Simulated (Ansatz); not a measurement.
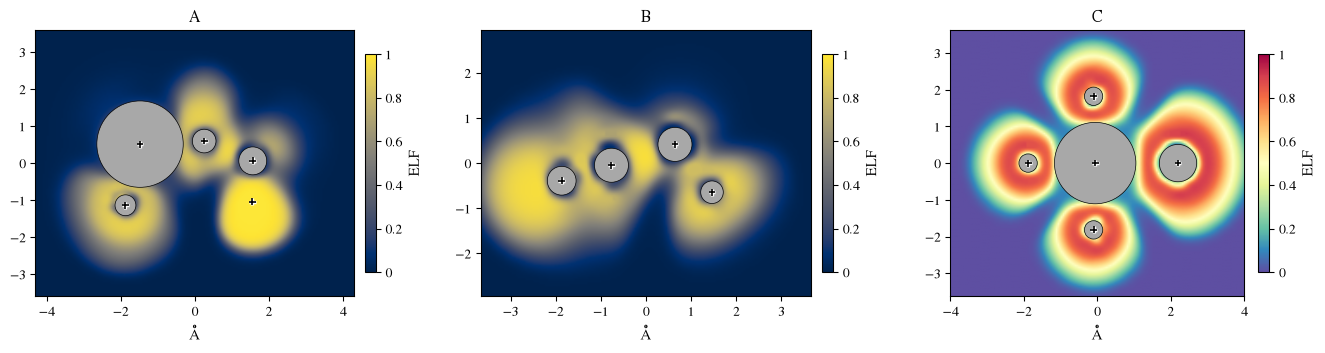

The ELF of 3 systems, each on a plane through atoms (crosses mark nuclei in the plane; grey discs cover the cores).

Level of theory: isolated molecule in a Gaussian basis; Kohn-Sham density functional theory, functional PBE0 (Ansatz).

System 1: C₂HF₂N (SMILES N#CC(F)F), the plane of atoms C1, C2 and F4. Geometry: PBE0-D4/def2-SVP.

```yaml
atoms:
  - { symbol: C, position_ang: [0.1940, 1.1019, -0.3889] }
  - { symbol: C, position_ang: [0.5098, -0.3315, -0.1960] }
  - { symbol: F, position_ang: [1.0730, -0.8208, -1.3083] }
  - { symbol: F, position_ang: [-0.6169, -1.0088, 0.0607] }
  - { symbol: N, position_ang: [-0.0308, 2.2278, -0.5119] }
  - { symbol: H, position_ang: [1.2088, -0.4570, 0.6497] }
```

System 2: ClF₅Mo (SMILES [F][Mo]([F])([F])([F])([F])[Cl]), the plane of atoms F2, Mo7 and F5. Geometry: PBE0-D4/def2-SVP; core potentials replace the inner electrons of Mo.

```json
{"atom": "Cl", "x (Å)": "0.1057", "y (Å)": "1.2534", "z (Å)": "-1.7055"}
{"atom": "F", "x (Å)": "0.0495", "y (Å)": "-1.0419", "z (Å)": "1.6711"}
{"atom": "F", "x (Å)": "-1.7442", "y (Å)": "-0.0884", "z (Å)": "0.1329"}
{"atom": "F", "x (Å)": "0.1503", "y (Å)": "-1.5439", "z (Å)": "-0.8250"}
{"atom": "F", "x (Å)": "1.8923", "y (Å)": "0.0096", "z (Å)": "0.2599"}
{"atom": "F", "x (Å)": "-0.0021", "y (Å)": "1.4651", "z (Å)": "1.2178"}
{"atom": "Mo", "x (Å)": "0.0747", "y (Å)": "-0.0152", "z (Å)": "0.1608"}
```

System 3: CH₃Cl₂NOW (SMILES C[N]=[W](=[O])([Cl])[Cl]), the plane of atoms N4, C1 and H7. Geometry: PBE0-D4/def2-SVP; core potentials replace the inner electrons of W.

```xyz
9

C     0.0698   -0.5928    2.4156
Cl    0.6972    0.8101   -1.7686
Cl   -1.9955    2.7473    0.3075
N    -0.2118    0.2201    1.2910
O     1.2061    2.5447    0.9612
W    -0.0156    1.5996    0.2584
H     0.8661   -0.1582    3.0452
H     0.3883   -1.5954    2.0844
H    -0.8389   -0.7149    3.0285
```

Which map belongs to which system?

Panel A is system 3, CH₃Cl₂NOW: the plane holds C, N, O, W and H. C–N (1.42 Å): the ELF peaks at about 0.95 between the atoms: a shared electron pair. Panel B is system 1, C₂HF₂N: the plane holds C, F and N. C–N (1.15 Å): the ELF peaks at about 0.85 between the atoms: a short, multiple covalent bond. Panel C is system 2, ClF₅Mo: the plane holds Cl, F and Mo. Mo–F (1.82 Å): the ELF peaks at about 0.85 in the valence shell of F, 0.5 Å from its nucleus, and drops to about 0.25 between the two atoms.
